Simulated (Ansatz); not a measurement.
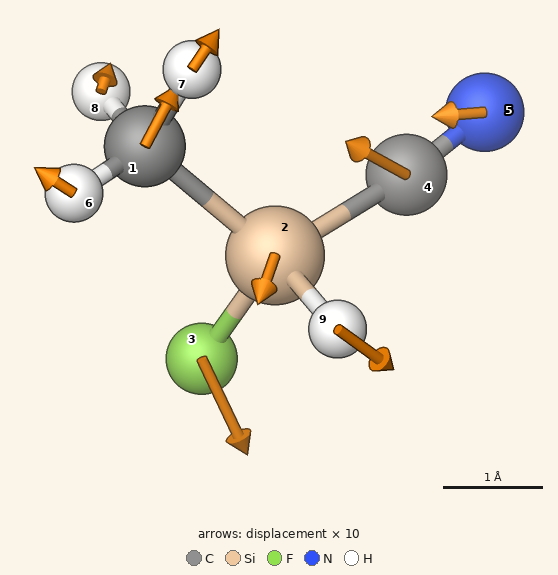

A relaxation of C$_{2}$H$_{4}$FNSi (coarse preliminary run). The starting structure is drawn; orange arrows show the displacements, 10 times their true length. The two geometries are superimposed by the best rigid fit.

Style: ball-and-stick. Shown at a tilt.

The start comes from a force field.

Level of theory: Ansatz, RKS PBE-D4/def2-SVP. Set-up: force threshold 0.03 eV/Å; at most 200 steps.

> What did the optimiser do to the structure, and how much energy did it gain?

The atom that moves furthest after the best rigid fit is F3 (0.12 Å). Largest moves by element: F 0.12 Å, C 0.10 Å, H 0.09 Å, Si 0.06 Å, N 0.06 Å. Among the contacts that change: C1–H6 1.025 → 1.109 Å, Si2–F3 1.587 → 1.636 Å, Si2–H9 1.533 → 1.495 Å, C1–Si2 1.840 → 1.861 Å. Among the angles between lasting bonds that change: C1–Si2–C4 116.1° → 109.0°, C1–Si2–H9 109.0° → 114.7°, Si2–C4–N5 172.7° → 178.4°. After 5 geometry steps the energy has fallen by 0.301 eV. Largest force component: 3.7 eV/Å at the start, 0.012 eV/Å at the end.
